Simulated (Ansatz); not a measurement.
**BGaH2N (SMILES B=[N][GaH+]) (charge +1): density, localisation and related maps**

Input file:

```
crystal:
  periodic: [false, false, false]
  atoms:
    - symbol: B
      position_ang: [0.000000, 0.000000, -1.527897]
    - symbol: Ga
      position_ang: [0.000000, 0.000000, 1.483830]
    - symbol: "N"
      position_ang: [0.000000, 0.000000, -0.243862]
    - symbol: H
      position_ang: [0.000000, 0.000000, 3.005468]
    - symbol: H
      position_ang: [0.000000, 0.000000, -2.717538]
basis:
  gaussian:
    orbitals: def2-TZVPD
total_charge: 1
hamiltonian:
  xc: pbe0
output:
  forces: true
  orbitals: {seedname: orbitals}
```

Launched as:

```sh
ansatz run input.yaml --threads 1 --pin off --max-ram 2610MiB --events-out events.jsonl --progress --plain --runs-dir runs
```

Geometry: PBE-D3(BJ)/def2-SVP.

Theory: isolated molecule in a Gaussian basis; Kohn-Sham density functional theory, functional PBE0 (Ansatz 0.2.0).

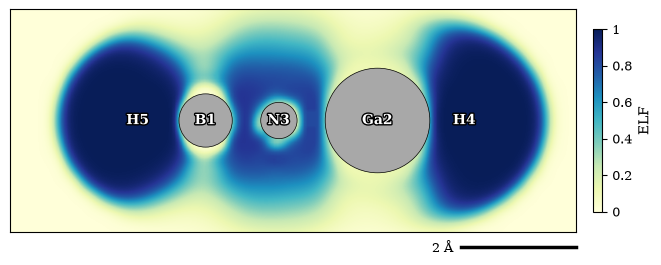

Figure 1. ELF on a plane that holds the molecular axis. Grey discs cover the atomic cores.

Describe what can be read from this map.

- Atoms in the plane: B, Ga, N and H.
- B–N (1.28 Å): the ELF peaks at about 0.85 between the atoms, as expected for a short, strongly polar bond.
- Ga–N (1.73 Å): the ELF peaks at about 0.80 in the valence shell of N, 0.7 Å from its nucleus, and is about 0.25 at the midpoint.
- B–H (1.19 Å): the ELF climbs to about 1 towards the hydrogen, as it does in any bond to H: a covalent bond by its length.
- Ga–H (1.52 Å): the ELF climbs to about 1 towards the hydrogen.
- The ELF also peaks beside N3, away from the bonds: lone-pair regions.

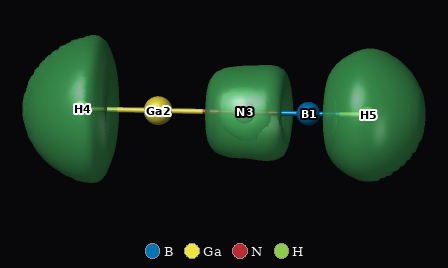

Figure 2. Isosurface of the electron localisation function at 0.75 (green), seen from one side. Core shells and regions of very low density are left out.

Describe the localisation domains.

The surface consists of two regions around hydrogen nuclei and one region on N in which the atom's valence shell and bonds are merged.

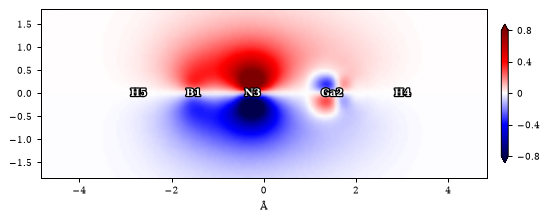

Figure 3. The HOMO on a plane that holds the molecular axis (values in Å⁻³ᐟ²; the overall sign is arbitrary).

Describe this orbital and give its energy.

Its weight (Hirshfeld) is mainly on N3 (about 65 %), B1 (about 20 %) and Ga2 (about 15 %). It is one of a degenerate set, so its orientation is arbitrary. Its energy is −14.52 eV.
